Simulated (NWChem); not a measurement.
**HF/3-21G run of CH2BrCl (bromochloromethane)**

What is the vertical ionisation energy of CH2BrCl (bromochloromethane) at HF/3-21G? 

Program for the calculation: NWChem 7.3.0.

3 further runs of the same task are left out: 1 that didn't finish, 2 set aside as unsound or not needed. Runs told in other sessions of the task aren't counted.

**1. The molecule**

CH2BrCl has 5 atoms, charge 0, and is taken as a singlet. As SMILES, `ClCBr`. The shape is that of a PBE0-D4/def2-TZVP optimisation.

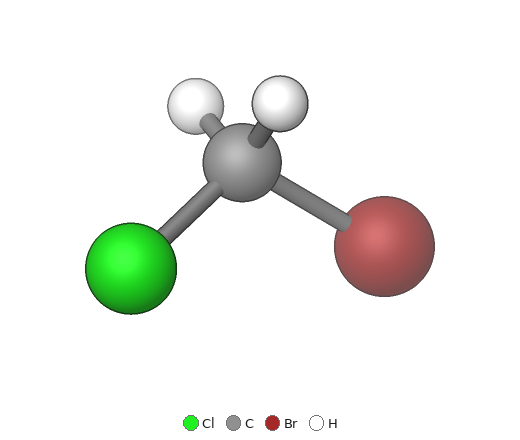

Viewed from a chosen angle; chlorine green, carbon grey, bromine red, hydrogen white.

**2. Energy and forces at HF/3-21G**

struct.nw reads:

```
START struct
TITLE "CH2BrCl"
memory stack 880 mb heap 220 mb global 1100 mb
GEOMETRY noautosym nocenter noautoz
  Cl      -1.615160       0.158590       0.518920
  C        0.000480       0.049280      -0.158560
  Br       1.312450      -0.602100       1.097990
  H        0.318120       1.039590      -0.466820
  H       -0.015900      -0.645360      -0.991530
END
BASIS spherical bse
  Cl library 3-21G
  C library 3-21G
  Br library 3-21G
  H library 3-21G
END
SCF
  thresh 1e-08
  maxiter 80
END
TASK scf gradient
```

Started as:

```console
$ nwchem struct.nw > struct.out
```

Standard output:

```text
[...]
  functions       =    48
[...]
  wavefunction    = RHF
[...]
         Total SCF energy =  -3056.141466740287
      One-electron energy =  -4692.109641872144
      Two-electron energy =   1416.611722233310
 Nuclear repulsion energy =    219.356452898547
        Time for solution =      1.5s
[...]
                         RHF ENERGY GRADIENTS
    atom               coordinates                        gradient
                 x          y          z           x          y          z
   1 Cl     -3.052210   0.299692   0.980617    0.042081  -0.003253  -0.016341
   2 C       0.000907   0.093126  -0.299635   -0.033101  -0.004886   0.036759
   3 Br      2.480171  -1.137804   2.074900   -0.014240   0.007036  -0.013529
   4 H       0.601160   1.964540  -0.882162    0.004418   0.009567  -0.000637
   5 H      -0.030047  -1.219554  -1.873720    0.000843  -0.008464  -0.006252
[...]
```

Run time: 2.9 s. Hardware: 1 thread of Intel Xeon 6975P-C (Granite Rapids), shared host; peak memory 0.1 GiB.

**3. The doublet cation: the energy at UHF/3-21G**

run.py reads:

```python
from ase import Atoms
from ase.calculators.nwchem import NWChem

atoms = Atoms('ClCBrHH', positions=[
    [-1.615160, 0.158590, 0.518920],
    [0.000480, 0.049280, -0.158560],
    [1.312450, -0.602100, 1.097990],
    [0.318120, 1.039590, -0.466820],
    [-0.015900, -0.645360, -0.991530],
])

calc = NWChem(
    label='m1',
    theory='scf',
    memory='2200 mb',
    basis='3-21G',
    basispar='spherical bse',
    charge=1,
    scf={'nopen': '1', 'uhf': None, 'thresh': '1e-08', 'maxiter': '80'},
    task='energy',
)
atoms.calc = calc

e = atoms.get_potential_energy()
print(f"E = {e:.6f} eV")
```

Started as:

```console
$ export ASE_NWCHEM_COMMAND="nwchem PREFIX.nwi > PREFIX.nwo"
$ python run.py
```

Standard output:

```text
E = -83151.749656 eV
```

The calculator wrote m1.nwi:

```
title "m1"

permanent_dir m1

scratch_dir m1

start m1

geometry units angstrom nocenter noautosym noautoz
  Cl -1.6151599999999999e+00 1.5859000000000001e-01 5.1892000000000005e-01
  C  4.8000000000000001e-04 4.9279999999999997e-02 -1.5856000000000001e-01
  Br 1.3124499999999999e+00 -6.0209999999999997e-01 1.0979900000000000e+00
  H  3.1812000000000001e-01 1.0395900000000000e+00 -4.6682000000000001e-01
  H  -1.5900000000000001e-02 -6.4536000000000004e-01 -9.9153000000000002e-01
end

charge 1

memory 2200 mb

basis spherical bse noprint
   * library 3-21G
end

scf
  nopen 1
  uhf
  thresh 1e-08
  maxiter 80
end

task scf energy
```

m1.nwo, cut to the lines that bear on the results:

```text
[...]
      One electron energy =  -4674.349547782967
[... 1 line left out ...]
 Nuclear repulsion energy =    219.356452898547
[... 52 lines left out ...]
          Final beta eigenvalues
[... 220 lines left out ...]
                     UHF Final Beta Molecular Orbital Analysis
[...]
```

Wall time 6.3 s (1 thread of Intel Xeon 6975P-C (Granite Rapids), shared host); peak memory 0.1 GiB.

**4. Results**

At HF/3-21G:

| quantity | value |
| --- | --- |
| singlet CH2BrCl: total energy | -3056.14147 Eh |
| singlet CH2BrCl: dipole moment | 2.03 D |
| singlet CH2BrCl: HOMO energy | -11.20 eV |
| singlet CH2BrCl: LUMO energy | 3.62 eV |
| singlet CH2BrCl: HOMO–LUMO gap | 14.82 eV |
| singlet CH2BrCl: largest force on an atom | 2.556 eV/Å |
| doublet cation: total energy | -3055.77046 Eh |
| doublet cation: HOMO energy (highest over α and β) | -17.85 eV |
| doublet cation: LUMO energy (lowest over α and β) | -8.96 eV |
| doublet cation: ⟨S²⟩ | 0.755 |
| vertical ionisation energy (to the doublet cation) | 10.096 eV |

The vertical ionisation energy comes to 10.10 eV (974 kJ/mol). The largest force (singlet CH2BrCl) is 2.56 eV/Å: the shape isn't a stationary point for this species at this level. −ε(HOMO) before ionisation, 11.20 eV, is 1.11 eV above this ionisation energy.
